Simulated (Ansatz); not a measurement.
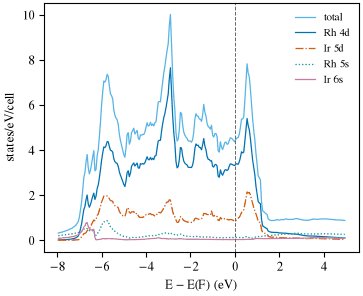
Figure. Total and projected density of states of IrRh$_{3}$ in space group I4/mmm (No. 139; Ir on 2a, Rh on 4d, Rh on 2b), plane-wave PAW r²SCAN (Ansatz code)

### Question
Which orbitals carry the states next to the Fermi level?

### Answer
Within 0.5 eV of the Fermi level: Rh 4d 73 %, Ir 5d 22 %. Projections are on Löwdin-orthogonalised atomic valence shells; empty p or d shells of many metals are not among them.

### Question
Where is the tallest occupied peak in this window, and what makes it?

### Answer
Near -2.9 eV, about 10 states/eV per cell; the largest projected share is Rh 4d.

The workflow started from a Materials Project entry (that database holds measured and hypothetical structures alike); the Crystallography Open Database copy checked does not list it. With Ir and Rh taken as one species the cell has the higher symmetry Fm-3m, so it may be an ordered model of a mixed-site phase. Its standing as an ambient phase is unchecked. The r²SCAN relaxation kept the symmetry of its start; its stability against distortions is not shown here. The run is not spin-polarised. Spin–orbit coupling is left out wherever it is not named.

Potentials: the later of the program's two PAW sets.
